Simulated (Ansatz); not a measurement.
# HgSe: pressure series

The reference is HgSe in the zinc blende structure (space group F-43m, No. 216; a = 6.133 Å).

Cell and atoms are relaxed at each pressure.

Level of theory: PBEsol/PAW in Ansatz (a first-principles code), without spin-orbit coupling.

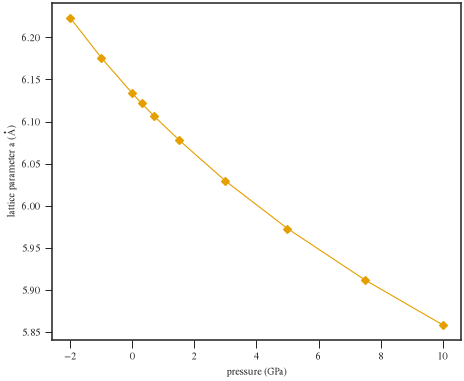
*Lattice parameter a against pressure*

Q: From the plot, what is the lattice parameter a for pressure 0.3 GPa?

A: About 6.12 Å.

Q: Is the trend monotonic over the range shown?

A: Yes, it falls throughout, spanning 11.071 bohr to 11.759 bohr.

The mesh was chosen for an insulator and is coarse for the gapless case. Load acts through the strain it causes; cell and atoms are relaxed under it. No phonon test of stability was made. Tetrahedral semiconductors of this kind turn to denser phases somewhere between about 1 and 50 GPa; those were not computed, so compressed cells here can lie past the real transition. The final runs are not spin-polarised.
